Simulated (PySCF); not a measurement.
# C4H7FO2S: what the fields show

Input

```
{"job": {"kind": "nmr", "xc": "PBE0", "basis": "pcSseg-1", "every": 1, "pop": false}, "charge": 0, "multiplicity": 1}
C      2.004750    -1.392597     0.620488
S      0.633937    -1.100861    -0.587320
O     -0.481490    -1.645621     0.218279
C      0.513632     0.671962    -0.037074
F      1.609226     1.187396     0.562498
C     -0.557420     1.429347    -0.196169
C     -1.807718     1.038277    -0.924820
O     -1.723157    -0.147770    -1.659739
H      2.215051    -2.457993     0.602531
H      2.896932    -0.835905     0.356692
H      1.633165    -1.111634     1.597797
H     -0.562721     2.426961     0.224201
H     -2.636949     1.003071    -0.201130
H     -2.034272     1.831490    -1.647178
H     -1.709449    -0.895830    -1.037930
```

Launched as:

```sh
OMP_NUM_THREADS=1 python ens_run.py task.json out
```

Geometry: GFN2-xTB, coordinate held.

Theory: PBE0/pcSseg-1, SCF density, gas phase, non-relativistic in PySCF.

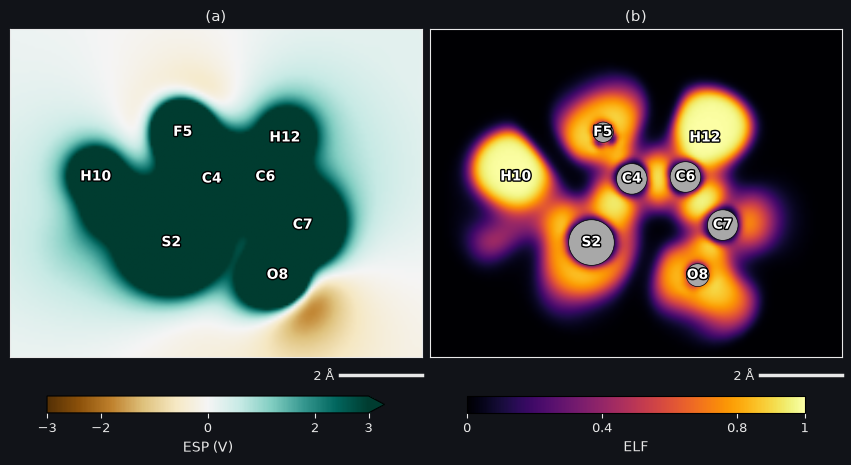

Figure 1. (a) electrostatic potential; (b) ELF on the plane of atoms C7, C6 and H12. Grey discs cover the atomic cores in the ELF map.

Interpret the plot.

Answer. Atoms in the plane: S, C, F, O and H. C–C (1.32 Å): the ELF peaks at about 0.90 between the atoms: a short, multiple covalent bond. C–F (1.35 Å): the ELF peaks at about 0.85 between the atoms (a shared but strongly polarised pair). C–O (1.40 Å): the ELF peaks at about 0.90 between the atoms (a polar covalent bond). C–S (1.86 Å): the ELF peaks at about 0.95 between the atoms, as expected for localised, covalent bonding. C–C (1.50 Å): the ELF peaks at about 0.95 between the atoms (a covalent bond). The ELF also peaks beside O8, S2 and F5, away from the bonds: lone-pair regions. Outside the dense part of the molecule the potential is most negative (−1.7 V) near O8.

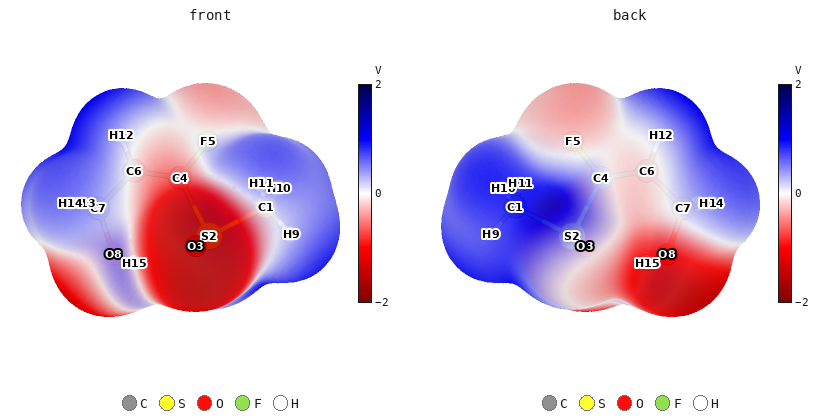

Figure 2. The electrostatic potential painted on the density surface at 0.001 e/bohr³, seen from the front and from behind; red is negative and blue positive.

Describe the electrostatic potential map.

Answer. The most negative region (about −1.5 V) lies over O3, the most positive (about +1.1 V) over S2 and H10. O3 is the likeliest acceptor of a hydrogen bond.

What dipole moment does the calculation give?

Answer. Its dipole moment is 2.13 D.
